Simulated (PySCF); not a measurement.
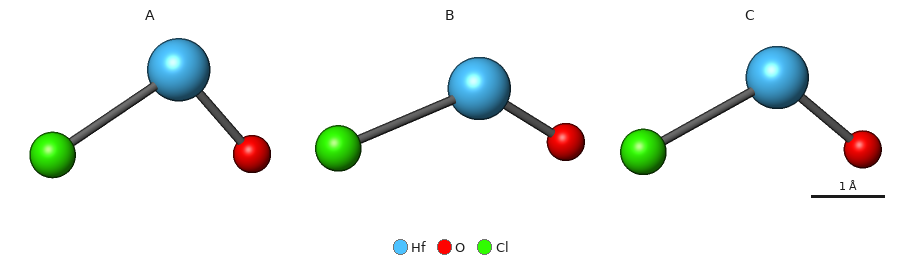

3 geometries from one relaxation of HfOCl (charge +1), in shuffled order. The picture is a ball-and-stick view, seen at a tilt.

Computed with PySCF, RKS PBE0, Hf def2-SVP with ECP60, O def2-SVP, Cl def2-SVP; non-relativistic Hamiltonian with scalar-relativistic core potentials; density fitting. Set-up: symmetry kept (Cs).

**Order the frames from highest to lowest energy.**

B, C, A. They are steps 0, 2, 6, at +0.769 eV, +0.149 eV relative to the last. Over 6 geometry steps the energy falls by 0.769 eV. Largest force component: 6.8 eV/Å at the start, 0.012 eV/Å at the end. The atom that moves furthest after the best rigid fit is the O atom (0.27 Å). Largest moves by element: O 0.27 Å, Hf 0.26 Å, Cl 0.25 Å. Some distances before and after: Hf–O 1.613 → 1.709 Å, Cl–Hf 2.362 → 2.285 Å. Among the angles between lasting bonds that change: O–Hf–Cl 131.8° → 105.3°. Cost: 8.2 s on 2 threads of Arm Neoverse V1, on a shared host, peak memory 0.37 GiB.
